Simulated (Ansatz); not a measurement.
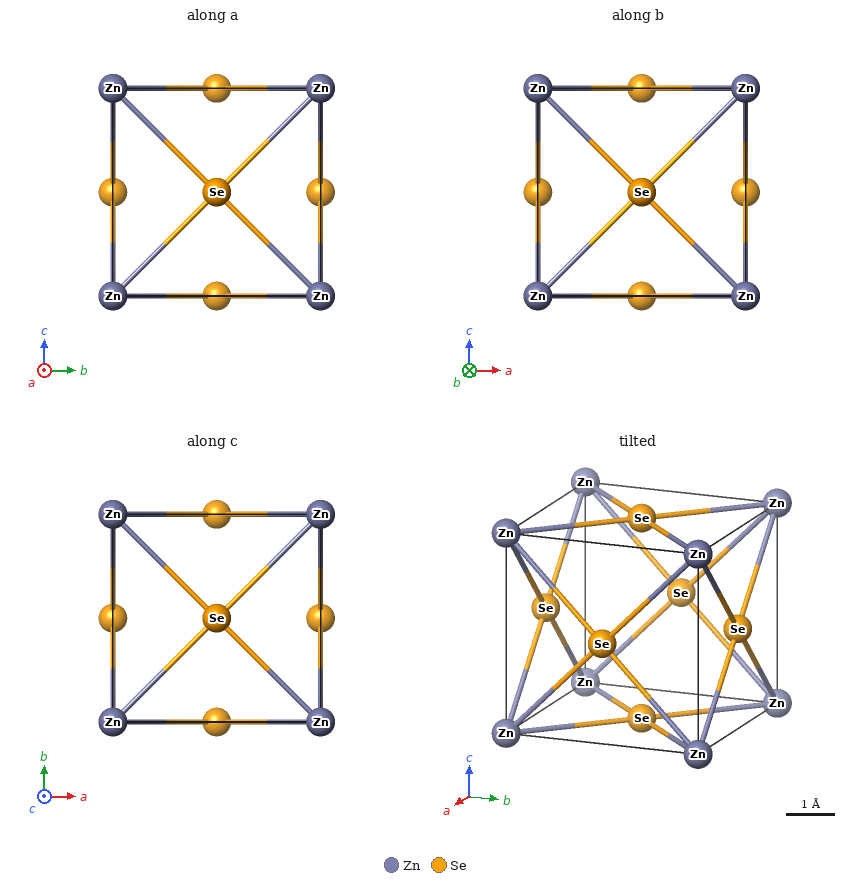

Shown here is a ball-and-stick view of the crystal, taken along the a axis, along the b axis, along the c axis and slightly off an axis. Lines trace the edges of the conventional unit cell.

Lattice parameters: a = 4.327 Å, b = 4.327 Å, c = 4.327 Å, α = 90.00°, β = 90.00°, γ = 90.00°. Put a along x and b in the xy plane.

> Give the structure in the form of a POSCAR file.

```
Zn Se
1.0
     4.327    0.000    0.000
     0.000    4.327    0.000
     0.000    0.000    4.327
Zn Se
1 3
Direct
  0.0000 0.0000 0.0000
  0.5000 0.0000 0.5000
  0.0000 0.5000 0.5000
  0.5000 0.5000 0.0000
```

The structure was taken from a structure type filled with these elements by a generator (whether the compound takes this form wasn't checked). What is shown is the relaxed result from Ansatz, DFT PBE, scalar-relativistic, plane waves, PAW.
